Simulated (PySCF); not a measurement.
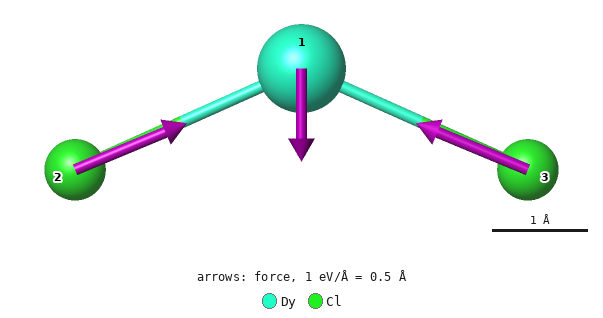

Starting geometry of DyCl₂ (charge +1) with the computed forces as purple arrows. Style: ball-and-stick. Shown face on.

Computed with RKS PBE0, Dy lcecp-1-SVP with ECP55, Cl def2-SVP; non-relativistic Hamiltonian with scalar-relativistic core potentials; density fitting (PySCF 2.14.0). (symmetry kept (C2v))

> What follows when this structure is relaxed?

It isn't relaxed: the largest force vector, on Cl atoms, is 2.55 eV/Å. The final displacements follow the starting forces only in part (cosine between the two patterns 0.55). The largest moves after the best rigid fit, 0.44 Å, are those of Cl2 and Cl3. Largest moves by element: Cl 0.44 Å, Dy 0.19 Å. Near-neighbour distances that change, for instance: Dy1–Cl2 2.611 → 2.372 Å. Among the angles between lasting bonds that change: Cl2–Dy1–Cl3 131.8° → 110.6°. The energy falls by 0.744 eV in 8 geometry steps. The largest force component goes from 2.4 to 0.00034 eV/Å.
